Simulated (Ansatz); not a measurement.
**GeH2···H2O: density, localisation and related maps**

```xyz
6

Ge    0.5936    1.1611   -1.1460
O    -0.8777   -1.1947    0.3258
H    -0.2211   -0.6756    0.8278
H    -0.4382    2.0340   -0.2730
H     1.3230    0.6577    0.2243
H    -0.3796   -1.9825    0.0411
```

Computed with UKS PBE-D4/def2-mTZVP in Ansatz 0.2.0.

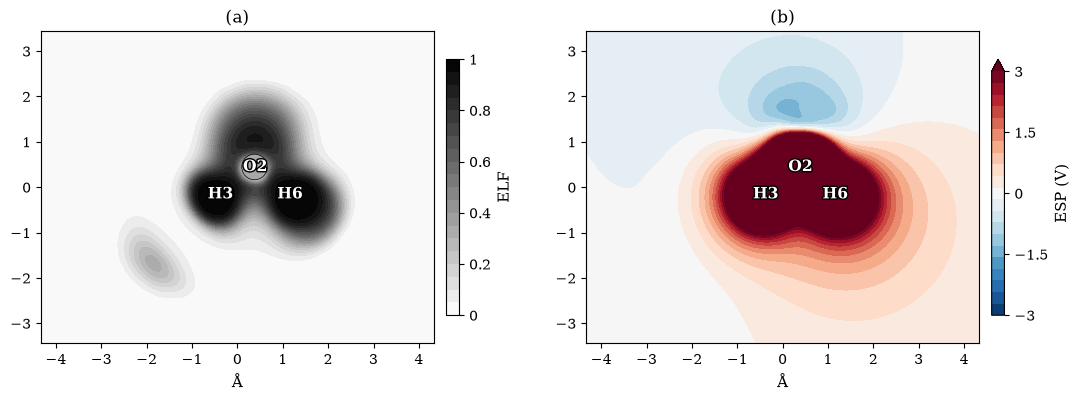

Figure 1. (a) ELF; (b) electrostatic potential on the plane of atoms H3, O2 and H6. Grey discs cover the atomic cores in the ELF map.

**Read the bonding off the picture.**

Atoms in the plane: O and H.
O–H (0.97 Å): the ELF climbs to about 1 towards the hydrogen, as it does in any bond to H: a covalent bond by its length.
The ELF also peaks beside O2, away from the bonds: lone-pair regions.
Outside the dense part of the complex the potential is most negative (−1.4 V) near O2.

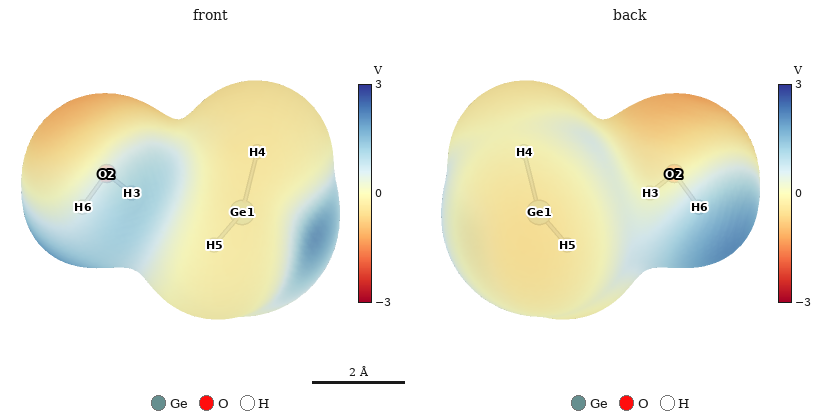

Figure 2. The molecular electrostatic potential painted on the density surface at 0.001 e/bohr³, seen from the front and from behind; the colour scale runs from red (negative) to blue (positive).

**Which sites attract a positive test charge, and which a negative one?**

A positive charge is drawn to the negative regions and a negative charge to the positive ones. The most negative region (about −1.2 V, or −28 kcal/mol for a unit charge) lies over O2, the most positive (about +2.1 V, or +48 kcal/mol for a unit charge) over Ge1 and H6. O2 is the likeliest acceptor of a hydrogen bond.

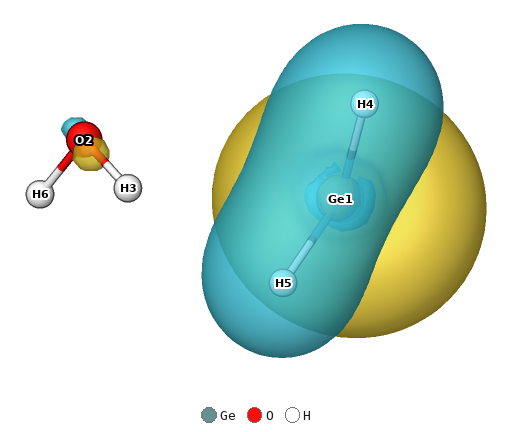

Figure 3. The HOMO at ±0.1 Å⁻³ᐟ² (yellow and cyan are the two phases), seen across its widest extent.

**Where does this orbital lie, and at what energy?**

Its weight (Hirshfeld) is mainly on Ge1 (about 75 %), H4 (about 15 %) and H5 (about 10 %). Its energy is −5.87 eV.
